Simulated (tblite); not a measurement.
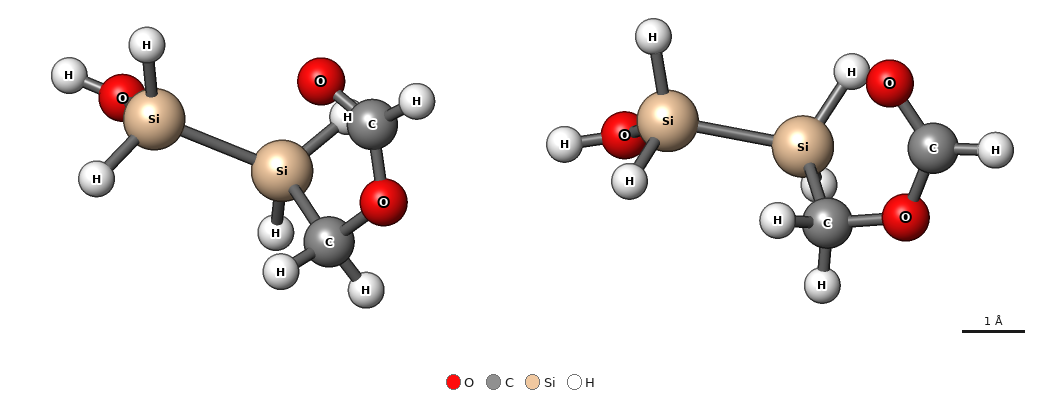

Two geometries of C2H8O3Si2, drawn at one scale. One is the start of a relaxation, the other its converged end. Style: ball-and-stick. Shown at a tilt.

Computed with tblite 0.8.0, GFN2-xTB geometry optimisation, gas phase. 

### Which of the two is the end point?

The left one is the relaxed one. The atom that moves furthest after the best rigid fit is an H atom (1.26 Å). Largest moves by element: H 1.26 Å, O 1.12 Å, C 0.78 Å, Si 0.42 Å. Near-neighbour distances that change, for instance: O–Si 3.162 → 2.528 Å, C–Si 1.848 → 1.934 Å, O–Si 1.711 → 1.631 Å, C–O 1.376 → 1.296 Å. Bond angles that change, for instance: Si–Si–O 111.7° → 99.5°, Si–Si–H 109.0° → 119.7°, Si–O–H 111.9° → 122.3°. Groups turn about C–Si by about 55°, C–O by about 35°, Si–Si by about 35°. Over 133 geometry steps the energy falls by 23.4 kcal/mol.
